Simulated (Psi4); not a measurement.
# AlSbH3F (SMILES [F][AlH][SbH2]): levels of theory compared

We compute a comparison of 3 runs (BHLYP/def2-SVP, BLYP/def2-SVP, PBE/def2-SVP) of AlSbH3F. 

The results are computed with Psi4 1.11.

**1. Starting point**

AlSbH3F: 6 atoms, total charge 0, spin state singlet. As SMILES, `[F][AlH][SbH2]`. The Al2–H4 distance was set to 2.847 Å, away from the relaxed value. At this shape a bond of the SMILES string is far longer than usual.

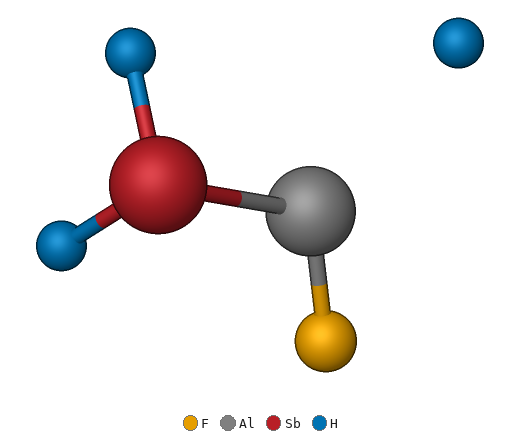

Viewed from a chosen angle; fluorine amber, aluminium grey, antimony red, hydrogen blue.

**2. A single-point energy at BHLYP/def2-SVP (core potential) (run 1)**

File alfh3sb.xyz:

```xyz
6
AlFH3Sb
F     -0.907634    -1.023262     2.351853
Al    -0.129134    -0.430162     1.019753
Sb     1.486866     1.612838     1.424353
H     -0.594800    -1.800700    -1.431700
H      1.049066     2.201138    -0.120347
H      0.172566     2.422038     2.157653
```

File alfh3sb.py:

```python
import psi4

psi4.set_memory(2200000000)
psi4.set_num_threads(1)
psi4.core.set_output_file('psi4.out', False)

with open('alfh3sb.xyz') as f:
    atoms = ''.join(f.readlines()[2:])
m = psi4.geometry('0 1\n' + atoms + 'symmetry c1')

psi4.set_options({
    'basis': 'def2-SVP',
    'puream': True,
    'e_convergence': 1e-09,
    'd_convergence': 1e-08,
    'scf_type': 'pk',
    'dft_radial_points': 99,
    'dft_spherical_points': 590,
})

e, wfn = psi4.energy('bhhlyp', return_wfn=True)
psi4.oeprop(wfn, 'LOWDIN_CHARGES', 'MAYER_INDICES', 'MULLIKEN_CHARGES', title='BHHLYP')
print('E =', round(e, 9))
for k, v in sorted(psi4.core.scalar_variables().items()):
    print(f'{k:45s} {v:18.10f}')
```

The run is started by

```bash
$ python alfh3sb.py
```

psi4.out:

```text
[...]
    !!!  WARNING: ECP capability is in beta. Please check occupations closely.  !!!
[...]
  Running in c1 symmetry.
[...]
  Nuclear repulsion =  154.855924220263887
[...]
  Multiplicity = 1
[...]
  Nalpha       = 24
  Nbeta        = 24
[...]
    Number of basis functions: 73
[...]
   @RKS iter   1:  -583.89423820085665   -2.27592e+00   6.95485e-03 DIIS/ADIIS
[...]
   @RKS iter  12:  -584.01195117698944   -1.81899e-12   2.55023e-09 DIIS
[...]
  @RKS Final Energy:  -584.01195117698944
   => Energetics <=
    Nuclear Repulsion Energy =            154.8559242202638870
    One-Electron Energy =               -1206.1288240539906838
    Two-Electron Energy =                 492.9165149657862344
    DFT Exchange-Correlation Energy =     -25.6555663090489432
    Empirical Dispersion Energy =           0.0000000000000000
    VV10 Nonlocal Energy =                  0.0000000000000000
    Total Energy =                       -584.0119511769894416
[...]
 Multipole Moments:
 ------------------------------------------------------------------------------------
     Multipole            Electronic (a.u.)      Nuclear  (a.u.)        Total (a.u.)
 ------------------------------------------------------------------------------------
 L = 1.  Multiply by 2.5417464519 to convert [e a0] to [Debye]
 Dipole X            :         38.7609926          -38.0422295            0.7187630
 Dipole Y            :         42.5933041          -41.5830138            1.0102904
 Dipole Z            :          3.2009496           -2.7015019            0.4994477
 Magnitude           :                                                    1.3366955
[...]
```

The script printed:

```text
E = -584.011951177
CURRENT ENERGY                                   -584.0119511770
CURRENT REFERENCE ENERGY                         -584.0119511770
DD SOLVATION ENERGY                                 0.0000000000
DFT FUNCTIONAL TOTAL ENERGY                      -584.0119511770
DFT TOTAL ENERGY                                 -584.0119511770
DFT VV10 ENERGY                                     0.0000000000
DFT XC ENERGY                                     -25.6555663090
GRID ELECTRONS ALPHA                               23.9999978493
GRID ELECTRONS BETA                                23.9999978493
GRID ELECTRONS TOTAL                               47.9999956986
NUCLEAR REPULSION ENERGY                          154.8559242203
ONE-ELECTRON ENERGY                             -1206.1288240540
PCM POLARIZATION ENERGY                             0.0000000000
PE ENERGY                                           0.0000000000
SCF ITERATION ENERGY                             -584.0119511770
SCF ITERATIONS                                     12.0000000000
SCF TOTAL ENERGY                                 -584.0119511770
TWO-ELECTRON ENERGY                               492.9165149658
XC GRID RADIAL POINTS                              99.0000000000
XC GRID SPHERICAL POINTS                          590.0000000000
XC GRID TOTAL POINTS                           333738.0000000000
```

Run time: 18 s. Hardware: 1 thread of Intel Xeon at 2.50GHz (Skylake/Cascade Lake), shared host; peak memory 0.79 GiB.

**3. The energy at BLYP/def2-SVP (core potential) (run 2)**

File job.json:

```json
{
 "schema_name": "qcschema_input",
 "schema_version": 1,
 "molecule": {
  "schema_name": "qcschema_molecule",
  "schema_version": 2,
  "symbols": ["F", "Al", "Sb", "H", "H", "H"],
  "geometry": [-1.71517968, -1.93368493, 4.44435806, -0.24402789, -0.81288837, 1.92705388, 2.80976952, 3.0478221, 2.69163707, -1.1240091, -3.40282983, -2.70552089, 1.98244743, 4.15954798, -0.22742287, 0.32610248, 4.57698848, 4.07737324],
  "molecular_charge": 0,
  "molecular_multiplicity": 1,
  "fix_symmetry": "c1",
  "fix_com": true,
  "fix_orientation": true
 },
 "driver": "energy",
 "model": {
  "method": "blyp",
  "basis": "def2-SVP"
 },
 "keywords": {
  "puream": true,
  "e_convergence": 1e-09,
  "d_convergence": 1e-08,
  "scf_type": "pk",
  "dft_radial_points": 99,
  "dft_spherical_points": 590,
  "scf_properties": ["WIBERG_LOWDIN_INDICES", "LOWDIN_CHARGES", "QUADRUPOLE"]
 }
}
```

The run is started by

```bash
$ psi4 --qcschema job.json -n 1 --memory 2200MB
```

stdout:

```text
[...]
  Running in c1 symmetry.
[...]
  Nuclear repulsion =  154.855924340457619
[...]
  Multiplicity = 1
[...]
  Nalpha       = 24
  Nbeta        = 24
[...]
    Number of basis functions: 73
[...]
   @RKS iter   1:  -583.83068911748160   -1.69712e+00   9.02605e-03 DIIS/ADIIS
[...]
   @RKS iter  15:  -584.07135548999884   -2.72848e-12   2.67340e-09 DIIS
[...]
  @RKS Final Energy:  -584.07135548999884
   => Energetics <=
    Nuclear Repulsion Energy =            154.8559243404576193
    One-Electron Energy =               -1206.1537302367057691
    Two-Electron Energy =                 516.6624720793678307
    DFT Exchange-Correlation Energy =     -49.4360216731186455
    Empirical Dispersion Energy =           0.0000000000000000
    VV10 Nonlocal Energy =                  0.0000000000000000
    Total Energy =                       -584.0713554899988367
[...]
 Multipole Moments:
 ------------------------------------------------------------------------------------
     Multipole            Electronic (a.u.)      Nuclear  (a.u.)        Total (a.u.)
 ------------------------------------------------------------------------------------
 L = 1.  Multiply by 2.5417464519 to convert [e a0] to [Debye]
 Dipole X            :        -46.5222620           47.2002601            0.6779980
 Dipole Y            :        -46.5373905           47.4629017            0.9255113
 Dipole Z            :       -127.5812904          128.1030051            0.5217147
 Magnitude           :                                                    1.2603328
 L = 2.  Multiply by 1.3450342976 to convert [e a0^2] to [Debye ang]
 Quadrupole XX       :       -247.7689466          214.1310634          -33.6378831
 Quadrupole XY       :       -244.5678442          242.9563804           -1.6114638
[...]
```

The result, in JSON:

```text
{
 "driver": "energy",
 "model": {
  "method": "blyp",
  "basis": "def2-SVP"
 },
 "success": true,
 "return_result": -584.0713554899988,
 "properties": {
  "calcinfo_nbasis": 73,
  "calcinfo_nmo": 73,
  "calcinfo_nalpha": 24,
  "calcinfo_nbeta": 24,
  "calcinfo_natom": 6,
  "nuclear_repulsion_energy": 154.85592434045762,
  "return_energy": -584.0713554899988,
  "scf_one_electron_energy": -1206.1537302367058,
  "scf_two_electron_energy": 516.6624720793678,
  "scf_xc_energy": -49.436021673118645,
  "scf_dipole_moment": [0.6779980461387538, 0.9255112817275872, 0.5217146805741351],
  "scf_total_energy": -584.0713554899988,
  "scf_iterations": 15
 }
}
```

It took 20 s on 1 thread of Intel Xeon at 2.50GHz (Skylake/Cascade Lake), shared host; peak memory 0.79 GiB.

**4. Energy and gradient at PBE/def2-SVP (core potential) (run 3)**

File calc.dat:

```
memory 2200 mb

molecule {
  0 1
  F
  Al 1 1.652973
  Sb 2 2.636097 1 116.30227
  H 2 2.8469 1 116.3702 3 177.39073
  H 3 1.709931 2 88.34004 1 -146.09313
  H 3 1.708777 5 91.59395 2 -87.73794
  symmetry c1
  no_reorient
  no_com
}

set {
  basis def2-SVP
  puream true
  e_convergence 1e-09
  d_convergence 1e-08
  scf_type pk
  dft_radial_points 99
  dft_spherical_points 590
}

e_tot, wfn = gradient("pbe", return_wfn=True)
oeprop(wfn, "DIPOLE", "LOWDIN_CHARGES", "QUADRUPOLE")
print_variables()
```

The run is started by

```bash
$ psi4 calc.dat calc.out -n 1
```

calc.out:

```text
[...]
    !!!  WARNING: ECP capability is in beta. Please check occupations closely.  !!!
[...]
  Running in c1 symmetry.
[...]
  Nuclear repulsion =  154.855919797378675
[...]
  Multiplicity = 1
[...]
  Nalpha       = 24
  Nbeta        = 24
[...]
    Number of basis functions: 73
[...]
   @RKS iter   1:  -583.66224918865521   -1.70495e+00   8.76438e-03 DIIS/ADIIS
[...]
   @RKS iter  15:  -583.89012883108990   -2.50111e-12   1.59097e-09 DIIS
[...]
  @RKS Final Energy:  -583.89012883108990
   => Energetics <=
    Nuclear Repulsion Energy =            154.8559197973786752
    One-Electron Energy =               -1206.1833048538676394
    Two-Electron Energy =                 516.6753159487550420
    DFT Exchange-Correlation Energy =     -49.2380597233559953
    Empirical Dispersion Energy =           0.0000000000000000
    VV10 Nonlocal Energy =                  0.0000000000000000
    Total Energy =                       -583.8901288310898963
[...]
  -Total Gradient:
     Atom            X                  Y                   Z
    ------   -----------------  -----------------  -----------------
       1       -0.000342831543    -0.002235899096     0.015746329704
       2       -0.000343242622    -0.034474356476    -0.027882399073
       3       -0.010164185255     0.005860842398    -0.003709478564
       4        0.001333867950     0.032368535419     0.016148995042
       5        0.003606694320    -0.002049974438    -0.004283118703
       6        0.005956401831     0.000515842838     0.003831907330
[...]
```

It took 33 s on 1 thread of Intel Xeon at 2.50GHz (Skylake/Cascade Lake), shared host; peak memory 0.79 GiB.

**5. Overview of the runs**

```csv
run,level,task,energy (Eh),dipole moment (D),HOMO energy (eV),LUMO energy (eV),wall time
1,BHLYP/def2-SVP (core potential),energy,-584.011951,3.40,-7.18,-2.12,18 s
2,BLYP/def2-SVP (core potential),energy,-584.071355,3.20,-5.39,-3.31,20 s
3,PBE/def2-SVP (core potential),gradient,-583.890129,3.08,-5.57,-3.42,33 s
```

**6. What came out**

```
                       quantity          value
            run 3: total energy  -583.89013 Eh
           run 3: dipole moment         3.08 D
             run 3: HOMO energy       -5.57 eV
             run 3: LUMO energy       -3.42 eV
           run 3: HOMO–LUMO gap        2.15 eV
run 3: largest force on an atom     2.280 eV/Å
```

**Reading.** The dipole moment (its size) runs from 3.08 D (PBE/def2-SVP) to 3.40 D (BHLYP/def2-SVP). The HOMO–LUMO gap runs from 2.08 eV (BLYP/def2-SVP) to 5.06 eV (BHLYP/def2-SVP). Totals of different functionals can't be ranked against each other. All runs together took 71 s, the longest 33 s.
